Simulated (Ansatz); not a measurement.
BF4HSi (SMILES FB(F)[SiH](F)F)

Input file:

```
crystal:
  periodic: [false, false, false]
  atoms:
    - {symbol: B, position_ang: [0.123358, 0.212007, -0.925240]}
    - {symbol: F, position_ang: [-2.003998, -1.467814, 0.289399]}
    - {symbol: F, position_ang: [0.134155, 1.014108, -1.973751]}
    - {symbol: F, position_ang: [-1.048961, 0.442914, 1.794745]}
    - {symbol: F, position_ang: [1.210843, -0.495660, -0.695039]}
    - {symbol: Si, position_ang: [-1.505693, 0.074265, 0.284242]}
    - {symbol: H, position_ang: [-2.654324, 0.934241, -0.078778]}
basis:
  gaussian: {orbitals: def2-TZVPD}
hamiltonian: {xc: {name: PBE0}}
output: {forces: true, orbitals: {seedname: orbitals}}
```

Launched as:

```sh
ansatz run input.yaml --threads 1 --pin off --max-ram 2610MiB --events-out events.jsonl --progress --plain --runs-dir runs
```

Geometry: B3LYP-D3(BJ)/def2-SVP.

Method: Ansatz, isolated molecule in a Gaussian basis; Kohn-Sham density functional theory, functional PBE0.

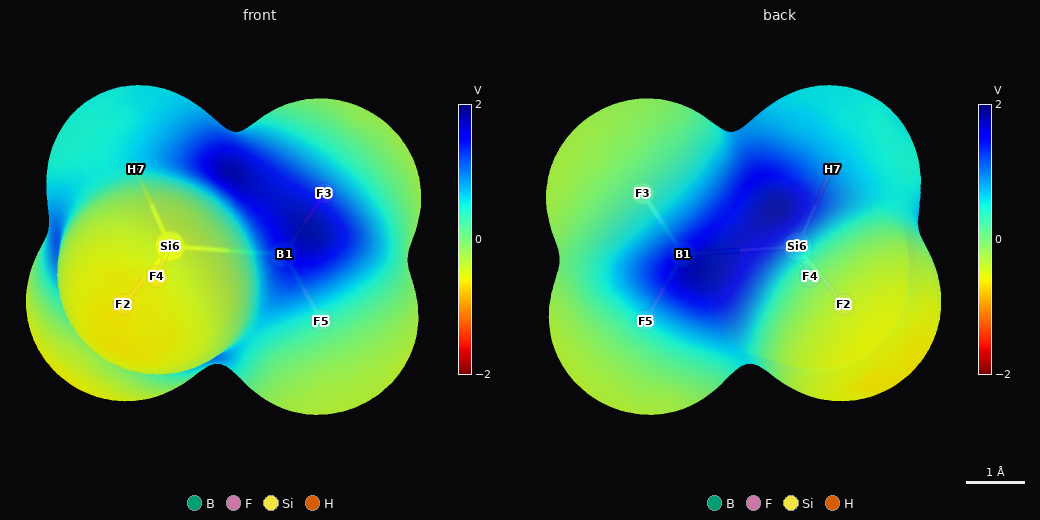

Figure 1. The molecular electrostatic potential painted on the density surface at 0.001 e/bohr³, seen from the front and from behind; the colour scale runs from red (negative) to blue (positive).

Q: Where is the surface potential most negative and most positive?

A: The most negative region (about −0.6 V) lies over F2 and F4, the most positive (about +1.8 V) over B1 and Si6.

Q: How polar is the molecule by this calculation?

A: Its dipole moment is 1.41 D.

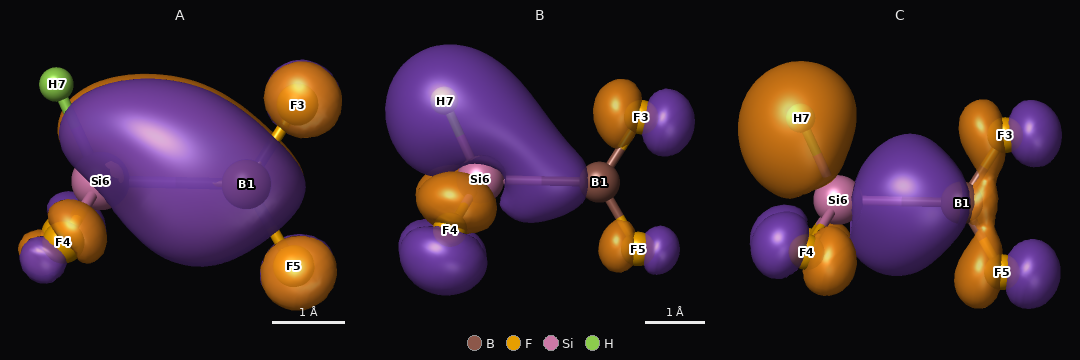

Figure 2. Three frontier orbitals at ±0.1 Å⁻³ᐟ² (orange and purple are the two phases), in no order.

Q: Order the three orbitals by energy and name them.

A: B is the HOMO−1 (−11.67 eV). By Hirshfeld shares it lies mainly on Si6 (about 25 %), H7 (about 20 %), F2 (about 20 %), F4 (about 20 %) and F3 (about 5 %). C is the HOMO (−9.49 eV). By Hirshfeld shares it lies mainly on Si6 (about 30 %), B1 (about 25 %), H7 (about 15 %), F5 (about 10 %), F3 (about 10 %), F2 (about 5 %) and F4 (about 5 %). A is the LUMO (−1.97 eV). Its weight (Hirshfeld) is mainly on B1 (about 40 %), Si6 (about 30 %), F3 (about 10 %) and F5 (about 5 %).

Q: What is the HOMO–LUMO gap?

A: 7.52 eV between the orbital energies.

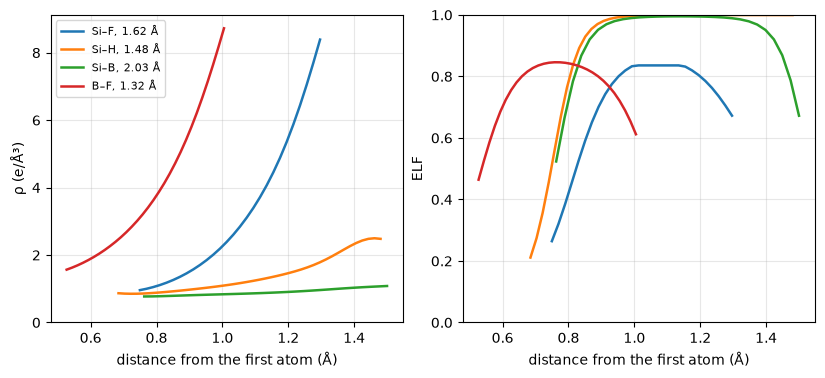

Figure 3. Electron density and ELF along straight lines between neighbouring atoms. The curves leave out the atomic cores.

Q: Compare the contacts.

A: Si–F (1.62 Å): ρ is about 1.1 e/Å³ halfway; the ELF peaks at about 0.85 in the valence shell of F, 0.6 Å from its nucleus, and is about 0.45 at the midpoint.
Si–H (1.48 Å): the density is about 0.85 e/Å³ at the midpoint; the ELF climbs to about 1 towards the hydrogen, as it does in any bond to H.
Si–B (2.03 Å): ρ at the midpoint is about 0.84 e/Å³; the ELF peaks at about 1 between the atoms (a covalent bond).
B–F (1.32 Å): ρ at the midpoint is about 2.3 e/Å³; the ELF peaks at about 0.85 between the atoms: a shared but strongly polarised pair.
